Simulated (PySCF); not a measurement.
C6H14BF, SMILES CC(B(F)C(C)C)C at its GFN2-xTB optimised geometry (Å):

```
22

B     -0.2489    -0.4948     0.0000
F     -0.8303    -1.6842    -0.0745
C      1.3466    -0.4948     0.0000
C      2.0047     0.8383     0.3614
C      1.8532    -0.9677    -1.3757
H      1.6822    -1.2433     0.7294
H      3.0884     0.7380     0.3711
H      1.7414     1.6037    -0.3648
H      1.6833     1.1717     1.3452
H      1.4201    -1.9308    -1.6340
H      2.9370    -1.0647    -1.3669
H      1.5801    -0.2496    -2.1462
C     -1.2077     0.7810     0.0000
C     -2.4227     0.5906     0.9174
C     -1.6904     1.0188    -1.4429
H     -0.6816     1.6842     0.3219
H     -3.0884     1.4493     0.8525
H     -2.9776    -0.2997     0.6313
H     -2.1052     0.4780     1.9518
H     -0.8492     1.2119    -2.1048
H     -2.3616     1.8748    -1.4787
H     -2.2247     0.1461    -1.8115
```

Computed with CAM-B3LYP/def2-SVP (PySCF 2.14.0). Cells within 0.4 Å of a nucleus heavier than hydrogen are left out (blank, or x).

Map of the Laplacian of the electron density (e/bohr⁵) on the plane z = 0.0 Å:

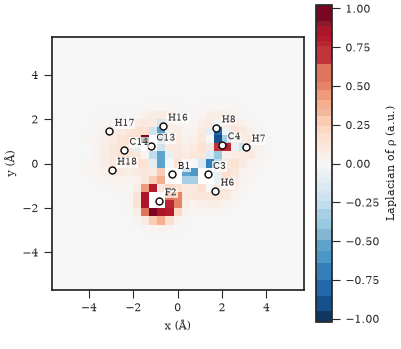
Fig. 1. Laplacian of the electron density (e/bohr⁵) on the plane z = 0.0 Å.
